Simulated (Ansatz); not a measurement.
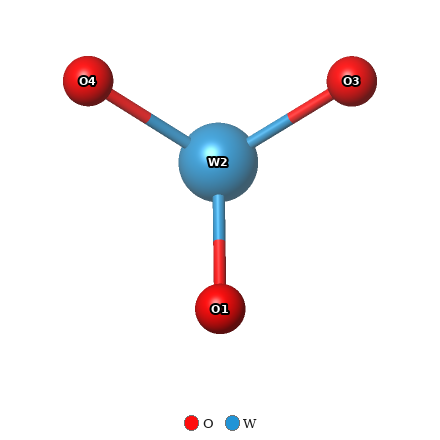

The system is O₃W, SMILES [O]=[W](=[O])=[O]; the picture shows the reference structure. 
- Coordinates scanned: (1) bond length W2–O3; (2) bond length W2–O4.
- Nothing is relaxed (all other coordinates rigid).
- The grid has 15 × 15 points; 120 points were computed and 105 follow by symmetry.
- Points are written as (first, second).
- All energies are given in kJ/mol relative to the lowest grid point.
- The calculation used RKS PBE-D4/def2-TZVP (Ansatz 0.2.0).

Its coordinates:

```
atom    x (Å)    y (Å)    z (Å)
   O  -0.2306   0.2718   1.5623
   W  -0.3915  -0.3014  -0.0692
   O   1.0837  -1.1422  -0.4343
   O  -0.4060   1.1114  -1.0792
```

Range: bond length W2–O3 from 1.528 to 2.171 Å; bond length W2–O4 from 1.528 to 2.171 Å.

Predict the map.

Answer. The lowest grid point is at (1.758 Å, 1.758 Å). No other kind of well shows on this grid. The highest grid point, (2.171 Å, 2.171 Å), lies 458 kJ/mol above the lowest. Round the minimum the two coordinates are weakly coupled (coupling 0.08 in units of the two stiffnesses).

```
bond length W2–O4 ↓, bond length W2–O3 →  1.528  1.574  1.620  1.666  1.712  1.758  1.804  1.850  1.896  1.941  1.987  2.033  2.079  2.125  2.171
                                   2.171    331    273    236    216    210    215    228    247    271    298    328    360    392    425    458
                                   2.125    302    244    207    186    180    184    197    216    239    266    296    327    360    392    425
                                   2.079    274    215    177    157    150    154    166    184    208    234    264    295    327    360    392
                                   2.033    247    187    149    128    120    124    135    154    177    203    232    263    295    327    360
                                   1.987    221    161    122    100     92     95    106    124    147    173    202    232    264    296    328
                                   1.941    197    136     97     74     66     68     79     96    119    144    173    203    234    266    298
                                   1.896    177    115     75     52     43     44     55     72     94    119    147    177    208    239    271
                                   1.850    160     97     56     32     23     24     34     50     72     96    124    154    184    216    247
                                   1.804    148     85     43     18      8      9     18     34     55     79    106    135    166    197    228
                                   1.758    144     79     37     11      0      0      9     24     44     68     95    124    154    184    215
                                   1.712    148     83     39     13      1      0      8     23     43     66     92    120    150    180    210
                                   1.666    165     98     53     26     13     11     18     32     52     74    100    128    157    186    216
                                   1.620    195    127     81     53     39     37     43     56     75     97    122    149    177    207    236
                                   1.574    243    174    127     98     83     79     85     97    115    136    161    187    215    244    273
                                   1.528    314    243    195    165    148    144    148    160    177    197    221    247    274    302    331
```

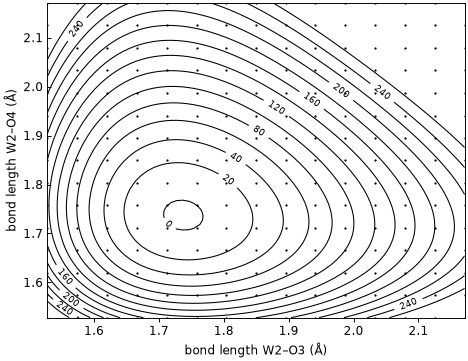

The picture shows contour lines labelled in kJ/mol (none above 260), dots at the grid points. Between grid points the surface is interpolated.

The whole map (120 points run) took 6.2 min on 1 thread of AMD EPYC 9R14 (Zen 4) (shared host).
